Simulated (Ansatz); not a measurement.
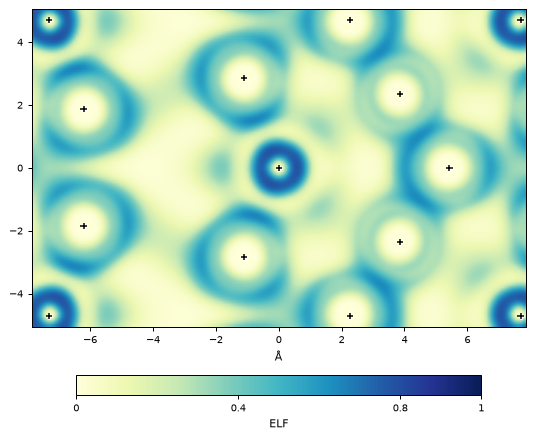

The electron localisation function on a plane through atoms (crosses mark nuclei in the plane).

These are results of DFT, r2SCAN+rVV10, plane waves, PAW (Ansatz), not measurements.

Candidates:
A. LiSiI₅, a = 5.40 Å, b = 5.40 Å, c = 7.77 Å, α = 90.00°, β = 90.00°, γ = 90.00°. Space group P4/mmm; a structure from a database of computed crystals, not necessarily the ambient phase; started from the SiSnPd5-123 prototype, which need not be the ambient phase.
B. NbSnSb₃, a = 3.69 Å, b = 15.01 Å, c = 9.41 Å, α = 90.00°, β = 90.00°, γ = 90.00°. Space group Cmcm; a structure from a database of computed crystals, not necessarily the ambient phase; started from the NaFeF3-63 prototype, which need not be the ambient phase.
C. Hg₃WN₄, a = 12.22 Å, b = 3.11 Å, c = 6.45 Å, α = 90.00°, β = 96.33°, γ = 90.00°. Space group C2/m; a structure from a database of computed crystals, not necessarily the ambient phase; started from the Ca3MnO4-12 prototype, which need not be the ambient phase.

Which candidate gave the map?

Candidate B: NbSnSb₃ on the (100) plane of the conventional cell, which holds Nb, Sn and Sb. Sn–Sb (2.84 Å): the ELF peaks at about 0.65 between the atoms.
